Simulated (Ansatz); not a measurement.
# BLYP/6-31G(d) (spherical functions) run of CH7BSi2 (SMILES CB1[SiH2][SiH2]1)

Aim: the electronic atomisation energy of CH7BSi2 at BLYP/6-31G* (spherical functions), from 5 runs. 

The calculation is run with Ansatz 0.2.0.

75 further runs of the same task are left out: 75 set aside as unsound or not needed.

### 1 The system as given

The species is CH7BSi2 (11 atoms), meant as a singlet with charge 0. As SMILES, `CB1[SiH2][SiH2]1`. The coordinates come from a PBE0-D4/def2-TZVP relaxation.

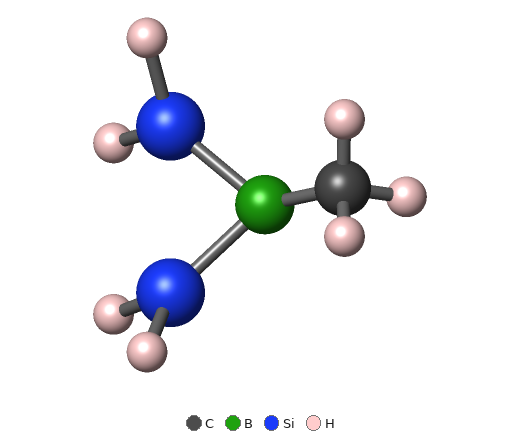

Viewed from a chosen angle; carbon dark grey, boron green, silicon blue, hydrogen pink.

### 2 A single-point energy at BLYP/6-31G(d) (spherical functions)

File input.yaml:

```yaml
crystal:
  periodic: [false, false, false]
  atoms:
    - {symbol: C, position_ang: [-0.263900, 1.793500, 0.099500]}
    - {symbol: B, position_ang: [-0.450600, 0.243000, -0.016600]}
    - {symbol: Si, position_ang: [0.018800, -1.148600, 1.199400]}
    - {symbol: Si, position_ang: [0.210300, -0.982900, -1.318800]}
    - {symbol: H, position_ang: [0.165600, 2.121800, 1.048800]}
    - {symbol: H, position_ang: [-1.271300, 2.229100, 0.051100]}
    - {symbol: H, position_ang: [0.301000, 2.238000, -0.723000]}
    - {symbol: H, position_ang: [-0.479200, -2.541300, 1.107000]}
    - {symbol: H, position_ang: [0.876900, -0.975400, 2.403900]}
    - {symbol: H, position_ang: [1.239000, -0.662800, -2.346600]}
    - {symbol: H, position_ang: [-0.281200, -2.371200, -1.484200]}
basis:
  gaussian:
    orbitals: 6-31G_st_-spherical.json
hamiltonian:
  xc: {name: BLYP}
accuracy: high
output: {orbitals: {seedname: orbitals}}
```

The basis set 6-31G* is read from a file made from the Basis Set Exchange's data (not shown).

Run with:

```
$ ansatz run input.yaml --threads 1 --pin off --max-ram 3480MiB --events-out events.jsonl --progress --plain --runs-dir runs
```

Output:

```text
Warning: RAYON_NUM_THREADS=1 ignored (pool sized by the plan → 1); use --threads N
Functional definition: BLYP
  name "BLYP"
  parameter beta = 0.0042
  parameter a = 0.04918
  parameter b = 0.132
  parameter c = 0.2533
  parameter d = 0.349
  exchange = b88_x(beta = beta)
  correlation = lyp_c(a = a, b = b, c = c, d = d)
1867 factors; integrals over basis functions are off by at most 3.4e-9 eV
mean field evaluation 1: about -17568.6789 eV, gradient 5.6e1 eV
mean field evaluation 2: about -17498.4659 eV, gradient 1.2e2 eV
mean field evaluation 4: about -17577.4576 eV, gradient 1.2e1 eV
mean field evaluation 8: about -17577.8697 eV, gradient 1.8e-1 eV
mean field evaluation 16: about -17577.8549 eV, gradient 8.9e-5 eV
mean field -17577.85494939 eV, -645.9742546920 hartree, gradient 9.8e-8 eV, S^2 0.000000; 0 other end points of the search recorded, 0 dependent functions left out
reference -17577.85501088 eV, -645.9742569517 hartree; 23, 23 occupied and 55, 55 virtual orbitals, 1867 factors
Total energy: -17577.85501088 eV, -645.9742569517 hartree
```

It took 7.2 s on 1 thread of Arm Neoverse V1, shared host; peak memory 0.21 GiB.

### 3 The B atom, same level

File job.yaml:

```yaml
crystal:
  periodic: [false, false, false]
  atoms:
    - {symbol: B, position_ang: [0.000000, 0.000000, 0.000000]}
basis:
  gaussian:
    orbitals: 6-31G_st_-spherical.json
magnetization:
  spin_polarized: true
  initial_magnetization: 1
hamiltonian:
  xc: {name: BLYP}
accuracy: high
```

The basis set 6-31G* is read from a file made from the Basis Set Exchange's data (not shown).

Run the same way, it converges to -24.64054 Eh (log not shown).

### 4 The C atom, same level

File run.yaml:

```yaml
crystal:
  periodic: [false, false, false]
  atoms:
    - {symbol: C, position_ang: [0.000000, 0.000000, 0.000000]}
basis:
  gaussian:
    orbitals: 6-31G_st_-spherical.json
total_charge: 0
accuracy: high
hamiltonian:
  xc: {name: BLYP}
magnetization:
  spin_polarized: true
  initial_magnetization: 2
```

The basis set 6-31G* is read from a file made from the Basis Set Exchange's data (not shown).

Run the same way, it converges to -37.82999 Eh (log not shown).

### 5 The H atom

File molecule.yaml:

```yaml
crystal:
  periodic: [false, false, false]
  atoms:
    - symbol: H
      position_ang: [0.000000, 0.000000, 0.000000]
basis:
  gaussian: {orbitals: "6-31G*"}
total_charge: 0
magnetization: {spin_polarized: true, initial_magnetization: 1}
hamiltonian: {xc: {name: BLYP}}
accuracy: high
```

Run the same way, it converges to -0.49545 Eh (log not shown).

### 6 The Si atom, same level

File molecule.yaml:

```yaml
basis:
  gaussian:
    orbitals: 6-31G_st_-spherical.json
crystal:
  periodic: [false, false, false]
  atoms:
    - {symbol: Si, position_ang: [0.000000, 0.000000, 0.000000]}
magnetization:
  spin_polarized: true
  initial_magnetization: 2
hamiltonian:
  xc: {name: BLYP}
accuracy: high
```

The basis set 6-31G* is read from a file made from the Basis Set Exchange's data (not shown).

Run the same way, it converges to -289.35327 Eh (log not shown).

### 7 Results

Level: BLYP/6-31G* (spherical functions).

| quantity | value |
| --- | --- |
| molecule: total energy | -645.97426 Eh |
| molecule: HOMO energy | -5.32 eV |
| molecule: LUMO energy | -1.93 eV |
| molecule: HOMO–LUMO gap | 3.39 eV |
| B atom: total energy | -24.64054 Eh |
| B atom: ⟨S²⟩ | 0.751 |
| C atom: total energy | -37.82999 Eh |
| C atom: ⟨S²⟩ | 2.002 |
| H atom: total energy | -0.49545 Eh |
| H atom: ⟨S²⟩ | 0.750 |
| Si atom: total energy | -289.35327 Eh |
| Si atom: ⟨S²⟩ | 2.002 |
| electronic atomisation energy | 36.166 eV |

In words: Taking the molecule apart into free atoms costs 36.17 eV (834 kcal/mol), before zero-point energy and without spin-orbit coupling.
